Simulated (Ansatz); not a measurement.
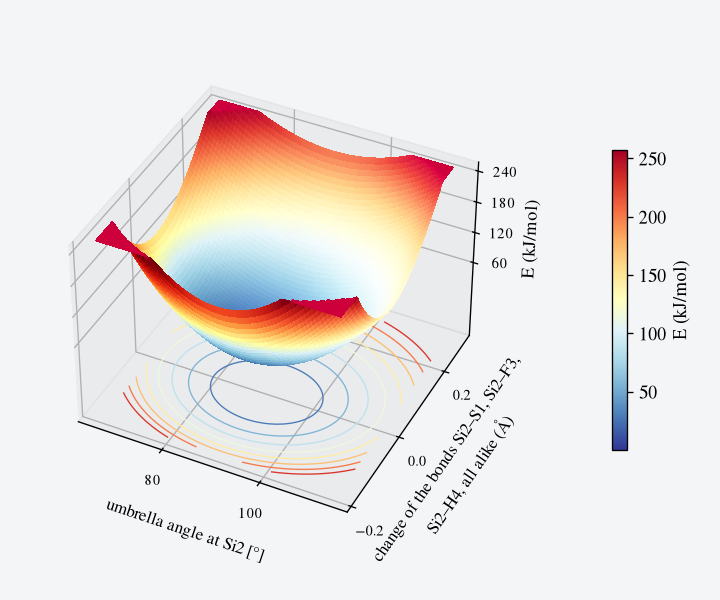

Energy landscape of FHSSi, SMILES F[SiH]=S. Coordinates scanned: (1) umbrella angle at Si2 (between each of its bonds and their common axis; 90 is planar); (2) change of the bonds Si2–S1, Si2–F3, Si2–H4, all alike. Nothing is relaxed (all other coordinates rigid). Grid: 15 × 15 points; 120 points were computed and 105 follow by symmetry. Points are written as (first, second). All energies are given in kJ/mol relative to the relaxed molecule at the same level. Computed with RKS CAM-B3LYP-D4/def2-TZVP in Ansatz 0.2.0.

Drawn: a relief with its contours projected below, any walls above the top of the colour scale cut off. Between grid points the surface is interpolated. 

> Describe this landscape.

The lowest grid point is at (90.0°, 0.017 Å), 1.2 kJ/mol from the relaxed molecule at the same level. It is the only kind of minimum in the scanned range. The highest grid point, (66.0°, −0.182 Å), lies 399 kJ/mol above the lowest. Round the minimum the two coordinates are nearly uncoupled.

The values on the grid:

```csv
"second ↓, first →",66.0,69.4,72.9,76.3,79.7,83.1,86.6,90.0,93.4,96.9,100.3,103.7,107.1,110.6,114.0
0.281,305,283,264,249,237,229,224,222,224,229,237,249,264,283,305
0.248,271,248,227,211,199,189,184,182,184,189,199,211,227,248,271
0.215,239,215,193,175,162,152,146,144,146,152,162,175,193,215,239
0.182,211,184,161,142,128,117,111,109,111,117,128,142,161,184,211
0.149,186,158,133,113,97,86,79,77,79,86,97,113,133,158,186
0.116,166,135,108,87,71,59,51,49,51,59,71,87,108,135,166
0.083,151,118,90,67,49,37,29,27,29,37,49,67,90,118,151
0.050,142,108,77,53,35,21,13,10,13,21,35,53,77,108,142
0.017,142,105,72,47,27,13,4,1,4,13,27,47,72,105,142
−0.017,151,111,77,50,29,14,4,1,4,14,29,50,77,111,151
−0.050,170,128,92,63,41,25,15,12,15,25,41,63,92,128,170
−0.083,203,158,119,89,66,49,39,35,39,49,66,89,119,158,203
−0.116,250,202,162,130,105,87,76,73,76,87,105,130,162,202,250
−0.149,315,264,221,188,162,143,132,128,132,143,162,188,221,264,315
−0.182,400,347,301,266,238,219,207,203,207,219,238,266,301,347,400
```

The whole map (120 points run) took 3.3 min on 1 thread of Intel(R) Xeon(R) 6975P-C (Granite Rapids) (shared host).
